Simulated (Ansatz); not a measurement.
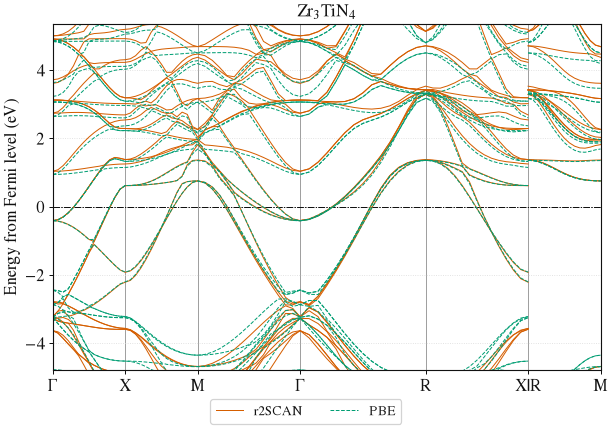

Band structures of Zr$_{3}$TiN$_{4}$, space group Pm-3m (No. 221), 8 atoms in the cell, by two methods on the same cell. Each is counted from its own Fermi level.

How do the methods compare?

Answer. Both give a metal. The 6 bands that come within 1 eV of the Fermi level differ by 0.06 eV on average and by 0.34 eV at most (at Γ).

Settings. r2SCAN: DFT r2SCAN, scalar-relativistic, plane waves, PAW, no spin polarisation, 8×8×8 k mesh, 500 eV cutoff, Gaussian smearing of 0.1 eV (Ansatz). PBE: DFT PBE, scalar-relativistic, plane waves, PAW, no spin polarisation, 8×8×8 k mesh, 420 eV cutoff (Ansatz).

The structure is an invented one, so it need not be a known or stable phase.
